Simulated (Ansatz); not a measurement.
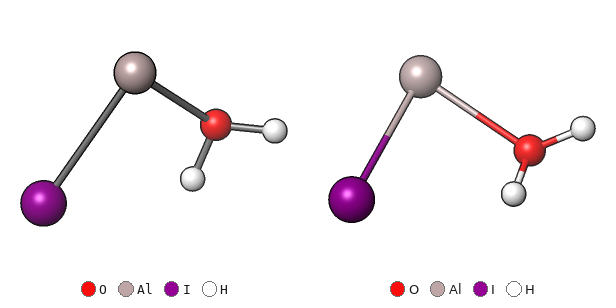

Simulated data, not a measurement (program: Ansatz).

The same structure drawn twice, from different directions.

Question: Which formula does it have?

Answer: AlH₂IO, 5 atoms: 1 aluminium, 2 hydrogen, 1 iodine and 1 oxygen.

Question: Give the symmetry (Schoenflies symbol).

Answer: C1.

Question: How many sets of symmetry-equivalent atoms are there?

Answer: 5: 1 O, 1 Al, 1 I, 1 H, 1 H.

Question: How many bonds of each kind are drawn?

Answer: 2 O–H, 1 Al–O, 1 Al–I. Sticks follow a distance rule.
